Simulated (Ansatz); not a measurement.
```cif
data_structure
_symmetry_space_group_name_H-M 'P 1'
_symmetry_Int_Tables_number 1
_cell_length_a 3.2027
_cell_length_b 3.2027
_cell_length_c 18.0495
_cell_angle_alpha 90.000
_cell_angle_beta 90.000
_cell_angle_gamma 120.000
_cell_volume 160.34
loop_
_atom_site_label
_atom_site_type_symbol
_atom_site_fract_x
_atom_site_fract_y
_atom_site_fract_z
_atom_site_occupancy
Hf1 Hf 0.33333 0.66667 0.07185 1
Hf2 Hf 0.66667 0.33333 0.92815 1
Hf3 Hf 0.66667 0.33333 0.21632 1
Hf4 Hf 0.33333 0.66667 0.35807 1
Hf5 Hf 0.33333 0.66667 0.78368 1
Hf6 Hf 0.66667 0.33333 0.64193 1
Hf7 Hf 0.00000 0.00000 0.50000 1
N1 N 0.00000 0.00000 0.00000 1
```

Space group P-3m1; a generated structure, not necessarily the stable one; computed without spin polarisation.

Computed with DFT PBE, scalar-relativistic, plane waves, PAW (Ansatz).

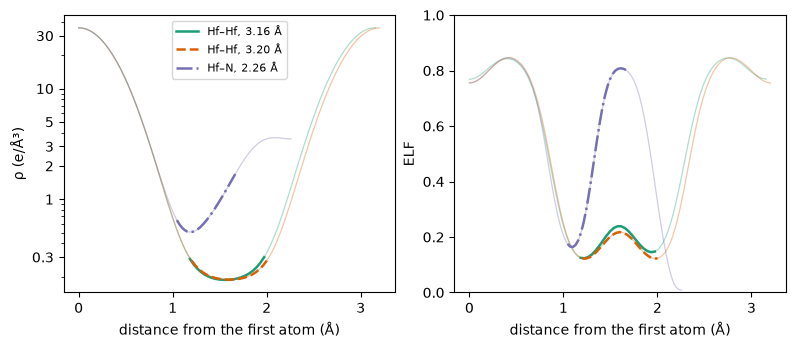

Hf₇N. Valence charge density (pseudo) and electron localisation function along straight lines between neighbouring atoms. Thin, pale parts lie inside the atomic spheres.

Core electrons are frozen (PAW), and the valence fields are smoothed inside the atomic spheres.

**Compare the contacts.**

Hf–Hf (3.16 Å): ρ at the midpoint is about 0.19 e/Å³; the ELF is about 0.25 at the midpoint: no localised pair shows between them.
Hf–Hf (3.20 Å): the density is about 0.19 e/Å³ at the midpoint; the ELF is about 0.20 at the midpoint; no shared electron pair shows on this line.
Hf–N (2.26 Å): ρ at the midpoint is about 0.53 e/Å³; the ELF peaks at about 0.80 in the valence shell of N, 0.6 Å from its nucleus, and drops to about 0.15 between the two atoms; no shared electron pair shows on this line.
